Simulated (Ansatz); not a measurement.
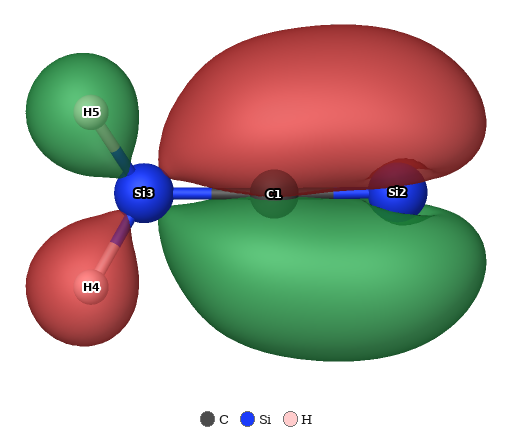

*CH₂Si₂ (charge −1, doublet). The HOMO (β) at ±0.06 Å⁻³ᐟ² (green and red are the two phases), seen at a tilt.*

Geometry: r2SCAN-D4/def2-SVPD.

These are results of isolated molecule in a Gaussian basis; Kohn-Sham density functional theory, functional PBE0 in Ansatz, not measurements.

The calculation's input:

```
crystal:
  periodic: [false, false, false]
  atoms:
    - {symbol: C, position_ang: [-2.465271, 1.671910, 0.519590]}
    - {symbol: Si, position_ang: [-4.007916, 2.160528, 0.974838]}
    - {symbol: Si, position_ang: [-0.941555, 1.066166, -0.145434]}
    - {symbol: H, position_ang: [0.112762, 2.090770, -0.518302]}
    - {symbol: H, position_ang: [-0.194529, 0.022012, 0.662096]}
basis:
  gaussian:
    orbitals: def2-TZVPD
total_charge: -1
magnetization:
  spin_polarized: true
  initial_magnetization: 1
hamiltonian:
  xc: {name: PBE0}
output: {forces: true, orbitals: {seedname: orbitals}}
```

Command:

```sh
ansatz run input.yaml --threads 1 --pin off --max-ram 2610MiB --events-out events.jsonl --progress --plain --runs-dir runs
```

Q: Where does this orbital lie, and at what energy?

A: It lies mainly on C1 (about 50 %) and Si2 (about 35 %); π-bonding across C1–Si2. Its energy is −1.34 eV.
